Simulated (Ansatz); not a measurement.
# SiNS (doublet): one geometry, many settings

What do other methods and options give for SiNS (doublet) at this geometry, and how long do they take?

Program: Ansatz 0.2.0, Gaussian basis. Level of theory: the settings change from run to run. These are calculated values, not measurements.

28 further runs of the same task are left out: 17 that didn't finish, 11 set aside as unsound or not needed.

## (1) The system

The geometry is a PBE0/def2-TZVP stationary point (not a proven minimum).

3 atoms, charge 0, spin multiplicity 2.

Atoms are counted from 1 here; the program's logs count them from 0.

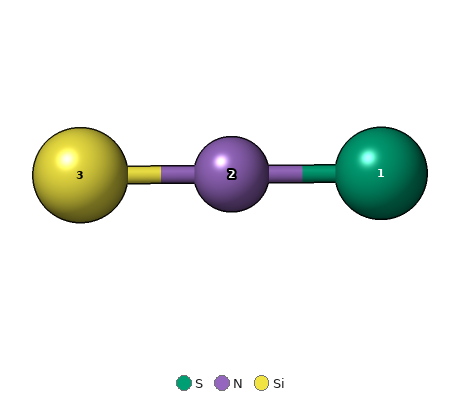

The structure; sulfur teal, nitrogen purple, silicon yellow; atoms are numbered from 1 in the order of the file.

## (2) NEVPT2(5,4)/cc-pVDZ

File in.yaml:

```yaml
crystal:
  periodic: [false, false, false]
  atoms:
    - {symbol: S, position_ang: [0.000000, 0.000000, -1.580500]}
    - {symbol: N, position_ang: [0.000000, 0.000000, -0.005800]}
    - {symbol: Si, position_ang: [0.000000, 0.000000, 1.586300]}
basis:
  gaussian: {orbitals: cc-pVDZ}
magnetization: {spin_polarized: false, initial_magnetization: 1}
correlation: {method: sc_nevpt2, electrons: outside_noble_gas, active_space: {window: {electrons: 5, orbitals: 4}}}
```

Run with:

```console
$ ansatz run in.yaml --threads 1 --pin off --events-out ev --progress --plain --max-ram 2393MiB
```

The program printed:

```text
Functional definition: HF
  name "HF"
  cite "Fock, Z. Phys. 61, 126 (1930) doi:10.1007/BF01340294"
  parent pbe
  exchange = exact_x
  correlation = 0
515 factors; integrals over basis functions are off by at most 1.2e-3 eV
mean field evaluation 1: about -20157.9229 eV, gradient 2.3e1 eV
mean field evaluation 2: about -20157.9295 eV, gradient 2.3e1 eV
mean field evaluation 4: about -20159.5220 eV, gradient 3.6e0 eV
mean field evaluation 8: about -20159.6214 eV, gradient 3.2e-1 eV
mean field evaluation 16: about -20159.1484 eV, gradient 8.1e0 eV
mean field -20159.62346060 eV, -740.8524974934 hartree, gradient 3.8e-6 eV, S^2 0.750000; 2 other end points of the search recorded, 0 dependent functions left out
reference -20159.62346060 eV, -740.8524974934 hartree; 19, 18 occupied and 31, 32 virtual orbitals, 515 factors
state -20160.32262425 eV, -740.8781912837 hartree
state -20160.32262425 eV, -740.8781912837 hartree; corrected -20169.43581183 eV, -741.2130947500 hartree
Total energy: -20169.43581183 eV, -741.2130947500 hartree
```

Run time: 7 s. Hardware: 1 thread of AMD EPYC, shared host.

From the report: 6 determinants; active occupations 2.00, 1.92, 1.00, 0.08.

## (3) MP2 on UHF/cc-pVDZ

File in.yaml:

```yaml
crystal:
  periodic: [false, false, false]
  atoms:
    - {symbol: S, position_ang: [0.000000, 0.000000, -1.580500]}
    - {symbol: N, position_ang: [0.000000, 0.000000, -0.005800]}
    - {symbol: Si, position_ang: [0.000000, 0.000000, 1.586300]}
basis:
  gaussian: {orbitals: cc-pVDZ}
magnetization: {spin_polarized: true, initial_magnetization: 1}
correlation: {method: mp2, electrons: all}
```

The command is unchanged.

The program printed (excerpt; [...] marks lines left out):

```text
Functional definition: HF
  name "HF"
  cite "Fock, Z. Phys. 61, 126 (1930) doi:10.1007/BF01340294"
  parent pbe
[...]
515 factors; integrals over basis functions are off by at most 1.2e-3 eV
[...]
mean field -20159.77082885 eV, -740.8579131770 hartree, gradient 4.3e-6 eV, S^2 0.969963; 12 other end points of the search recorded, 0 dependent functions left out
reference -20159.77082885 eV, -740.8579131770 hartree; 19, 18 occupied and 31, 32 virtual orbitals, 515 factors
second order -9.85224884 eV of doubles, -0.00000000 eV of singles
Total energy: -20169.62307769 eV, -741.2199766437 hartree
```

Run time: 21 s. Hardware: 1 thread of AMD EPYC, shared host.

From the report: ⟨S²⟩ of the determinant 0.970 (pure doublet: 0.75).

## (4) CISD/6-31G

File in.yaml:

```yaml
crystal:
  periodic: [false, false, false]
  atoms:
    - {symbol: S, position_ang: [0.000000, 0.000000, -1.580500]}
    - {symbol: N, position_ang: [0.000000, 0.000000, -0.005800]}
    - {symbol: Si, position_ang: [0.000000, 0.000000, 1.586300]}
basis:
  gaussian: {orbitals: 6-31G}
magnetization: {spin_polarized: false, initial_magnetization: 1}
correlation: {active_space: {ras: {orbitals: [7, 1, 16], electrons: 15, max_holes: 2, max_particles: 2}, fixed_orbitals: true}}
accuracy: high
output: {forces: true}
```

The command is unchanged.

The program printed (excerpt; [...] marks lines left out):

```text
Functional definition: HF
  name "HF"
  cite "Fock, Z. Phys. 61, 126 (1930) doi:10.1007/BF01340294"
  parent pbe
[...]
749 factors; integrals over basis functions are off by at most 3.6e-9 eV
[...]
mean field -20156.41119160 eV, -740.7344487852 hartree, gradient 3.8e-8 eV, S^2 0.750000; 2 other end points of the search recorded, 0 dependent functions left out
reference -20156.41119160 eV, -740.7344487852 hartree; 19, 18 occupied and 16, 17 virtual orbitals, 749 factors
state -20161.85523024 eV, -740.9345135150 hartree
[...]
Total energy: -20161.85523024 eV, -740.9345135150 hartree
Atom 0 at     0.000000     0.000000    -1.580500 Å, force    -0.000000    -0.000000    -4.729754 eV/Å
Atom 1 at     0.000000     0.000000    -0.005800 Å, force     0.000000     0.000000     2.750233 eV/Å
Atom 2 at     0.000000     0.000000     1.586300 Å, force    -0.000000    -0.000000     1.979521 eV/Å
Dipole moment:    -0.000000    -0.000000     0.287713 e Å
```

Run time: 13 s. Hardware: 1 thread of AMD EPYC, shared host.

From the report: 9,234 determinants.

## (5) CCSD(T)/def2-SVP

File in.yaml:

```yaml
crystal:
  periodic: [false, false, false]
  atoms:
    - {symbol: S, position_ang: [0.000000, 0.000000, -1.580500]}
    - {symbol: N, position_ang: [0.000000, 0.000000, -0.005800]}
    - {symbol: Si, position_ang: [0.000000, 0.000000, 1.586300]}
basis:
  gaussian: {orbitals: def2-SVP}
magnetization: {spin_polarized: true, initial_magnetization: 1}
hamiltonian: {xc: {name: r2SCAN}}
correlation: {method: ccsd_t, electrons: all, diis_vectors: 1}
scf: {lower_state_search: off}
```

Launched as before.

The program printed (excerpt; [...] marks lines left out):

```text
Functional definition: r2SCAN
  name "r2SCAN"
  cite "Furness, Kaplan, Ning, Perdew & Sun, J. Phys. Chem. Lett. 11, 8208 (2020) doi:10.1021/acs.jpclett.0c02405"
  cite "Furness, Kaplan, Ning, Perdew & Sun, J. Phys. Chem. Lett. 11, 9248 (2020) doi:10.1021/acs.jpclett.0c03077"
  parent r2scan
[...]
466 factors; integrals over basis functions are off by at most 1.4e-3 eV
[...]
mean field -20191.91211400 eV, -742.0390836199 hartree, gradient 3.1e-6 eV, S^2 0.758081; 0 other end points of the search recorded, 0 dependent functions left out
reference -20151.89291436 eV, -740.5684051591 hartree; 19, 18 occupied and 31, 32 virtual orbitals, 466 factors
second order -11.02634523 eV of doubles, -0.45237649 eV of singles
cycle   1  -10.68277999 eV  change    7.9e-1 eV  update   1.5e-1
[...]
cycle  19  -11.32919811 eV  change    4.0e-5 eV  update   4.6e-5
perturbative correction -0.56465393 eV, -0.0207506492 hartree
Total energy: -20163.78676640 eV, -741.0054961596 hartree
Checks for a lower state left out: stability, starts, cluster_reference, orbital_swaps, neighbouring_geometries, increment
```

Wall time 23 s (1 thread of AMD EPYC, shared host).

From the report: ⟨S²⟩ of the determinant 0.758 (pure doublet: 0.75); correlation -11.8939 eV; T1 0.013; largest double amplitude 0.08. The orbitals are Kohn-Sham ones, so correlation energy and T1 don't compare with those on Hartree-Fock orbitals.

## (6) BCCD(T) on ROHF/cc-pVDZ

File in.yaml:

```yaml
crystal:
  periodic: [false, false, false]
  atoms:
    - {symbol: S, position_ang: [0.000000, 0.000000, -1.580500]}
    - {symbol: N, position_ang: [0.000000, 0.000000, -0.005800]}
    - {symbol: Si, position_ang: [0.000000, 0.000000, 1.586300]}
basis:
  gaussian: {orbitals: cc-pVDZ, fitting: {mean_field: def2-universal-jkfit}}
magnetization: {spin_polarized: false, initial_magnetization: 1}
correlation: {method: bccd_t, electrons: valence, diis_vectors: 4}
```

The command is unchanged.

The program printed (excerpt; [...] marks lines left out):

```text
Functional definition: HF
  name "HF"
  cite "Fock, Z. Phys. 61, 126 (1930) doi:10.1007/BF01340294"
  parent pbe
[...]
333 factors; integrals over basis functions are off by at most 1.8e-2 eV
[...]
mean field -20159.62156024 eV, -740.8524276564 hartree, gradient 1.4e-6 eV, S^2 0.750000; 3 other end points of the search recorded, 0 dependent functions left out
[...]
determinant -20159.62156024 eV, -740.8524276564 hartree, with singles and doubles -20170.09220100 eV, -741.2372166071 hartree
determinant -20156.19487729 eV, -740.7264993808 hartree, with singles and doubles -20166.54388892 eV, -741.1068185433 hartree
11 core orbitals not correlated: weight in the atoms' cores, before any rotation towards them, 1.000 or more for the frozen orbitals, at most 0.000 for the correlated occupied ones
reference -20159.62156024 eV, -740.8524276564 hartree; 8, 7 occupied and 31, 32 virtual orbitals, 333 factors
second order -9.80064511 eV of doubles, -0.07701551 eV of singles
cycle   1  -10.40971930 eV  change    6.1e-2 eV  update   3.2e-2
[...]
cycle  13  -10.43052714 eV  change   -6.7e-6 eV  update   1.4e-5
perturbative correction -0.53389302 eV, -0.0196202065 hartree
Total energy: -20170.58598039 eV, -741.2553626651 hartree
```

Run time: 19 s. Hardware: 1 thread of AMD EPYC, shared host.

From the report: correlation -10.9644 eV; largest double amplitude 0.08.

## (7) CASSCF(9,6)/cc-pVDZ

File in.yaml:

```yaml
crystal:
  periodic: [false, false, false]
  atoms:
    - {symbol: S, position_ang: [0.000000, 0.000000, -1.580500]}
    - {symbol: N, position_ang: [0.000000, 0.000000, -0.005800]}
    - {symbol: Si, position_ang: [0.000000, 0.000000, 1.586300]}
basis:
  gaussian: {orbitals: cc-pVDZ}
magnetization: {spin_polarized: false, initial_magnetization: 1}
correlation: {active_space: {window: {electrons: 9, orbitals: 6}}}
accuracy: high
```

The command is unchanged.

The program printed:

```text
Functional definition: HF
  name "HF"
  cite "Fock, Z. Phys. 61, 126 (1930) doi:10.1007/BF01340294"
  parent pbe
  exchange = exact_x
  correlation = 0
1004 factors; integrals over basis functions are off by at most 3.8e-9 eV
mean field evaluation 1: about -20157.9161 eV, gradient 2.3e1 eV
mean field evaluation 2: about -20157.9277 eV, gradient 2.3e1 eV
mean field evaluation 4: about -20159.5217 eV, gradient 3.6e0 eV
mean field evaluation 8: about -20159.6216 eV, gradient 3.2e-1 eV
mean field evaluation 16: about -20159.6236 eV, gradient 2.6e-8 eV
mean field evaluation 32: about -20159.6145 eV, gradient 1.1e0 eV
mean field -20159.62360001 eV, -740.8525026168 hartree, gradient 2.4e-8 eV, S^2 0.750000; 2 other end points of the search recorded, 0 dependent functions left out
reference -20159.62360001 eV, -740.8525026168 hartree; 19, 18 occupied and 31, 32 virtual orbitals, 1004 factors
state -20160.45199459 eV, -740.8829455561 hartree
Total energy: -20160.45199459 eV, -740.8829455561 hartree
```

It took 12 s on 1 thread of AMD EPYC, shared host.

From the report: 90 determinants; active occupations 1.99, 1.99, 1.99, 1.91, 1.01, 0.11.

## (8) All runs side by side

Where basis and cores are those of an earlier RCCSDT(Q)/cc-pVDZ run (-20170.6709 eV), and the state is the same kind, the miss against it is given.

```csv
level,correlated,functions,energy (eV),from RCCSDT(Q) (meV),time
"NEVPT2(5,4)/cc-pVDZ",outside noble gas,50,-20169.4358,1235.0,7 s
MP2 on UHF/cc-pVDZ,all,50,-20169.6231,,21 s
CISD/6-31G,valence,35,-20161.8552,,13 s
CCSD(T)/def2-SVP (on r2SCAN orbitals),all,50,-20163.7868,,23 s
BCCD(T) on ROHF/cc-pVDZ,valence,50,-20170.5860,84.9,19 s
"CASSCF(9,6)/cc-pVDZ",,50,-20160.4520,10218.9,12 s
```

## (9) Results

| quantity | value |
| --- | --- |
| runs | 6 |
| quickest | NEVPT2(5,4)/cc-pVDZ, 7 s |
| slowest | CCSD(T)/def2-SVP (on r2SCAN orbitals), 23 s |

In words: Total energies in different bases, with other cores or another treatment of relativity can't be set against each other. CCSD(T)/def2-SVP (on r2SCAN orbitals) took 3 times as long as NEVPT2(5,4)/cc-pVDZ; the jobs differ in more than the method. Among the correlated runs with a miss given, it spans +85 to +1235 meV. Hartree-Fock, CASSCF and CASCI lack dynamic correlation by design.
